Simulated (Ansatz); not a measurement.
Base system: BaTiO₃ in the cubic perovskite structure (space group Pm-3m, No. 221; a = 4.0192 Å).

Structures relaxed with PBE/PAW in Ansatz (a program for electronic structure), spin-orbit coupling left out.

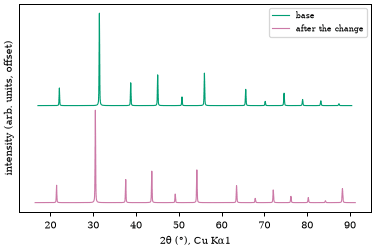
Fig. 1. Simulated powder patterns before (top) and after one change

Which change produced these results?
A. isotropic strain +1.20 %
B. isotropic strain +1.80 %
C. isotropic strain +2.40 %
D. isotropic strain +3.00 %

D, isotropic strain +3.00 %. Its volume per atom is 14.19 Å³ against 12.99 Å³, and its space group is Pm-3m (No. 221).

Stability against distortions was not tested. The final runs are not spin-polarised. Many cubic perovskites are stable only at high temperature; tilts and polar distortions were not tested. This is not the structure that BaTiO3 has at room temperature and ambient pressure.
